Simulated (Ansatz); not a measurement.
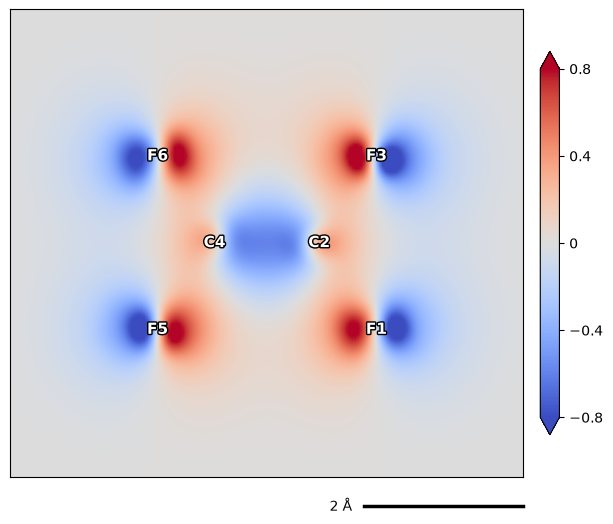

*C₂F₄. The HOMO−1 on the molecular plane (values in Å⁻³ᐟ²; the overall sign is arbitrary).*

Geometry: PBE0-D4/def2-TZVP.

The calculation used Ansatz, isolated molecule in a Gaussian basis; Hartree-Fock.

```xyz
6

F     1.1692   -1.1345   -0.7080
C     0.2025   -0.6402    0.0257
F    -0.3375   -1.5206    0.8323
C    -0.1884    0.6188   -0.0411
F     0.3515    1.4993   -0.8476
F    -1.1552    1.1131    0.6926
```

Where does this orbital lie, and at what energy?

Its weight (Hirshfeld) is mainly on F1 (about 20 %), F3 (about 20 %), F6 (about 20 %), F5 (about 20 %), C4 (about 10 %) and C2 (about 10 %); it is symmetric in the molecular plane (an in-plane orbital: σ, lone-pair or in-plane π type); it is gerade (even under inversion); largely a combination of lone pairs on F1, F3, F6 and F5. Its energy is −18.49 eV.
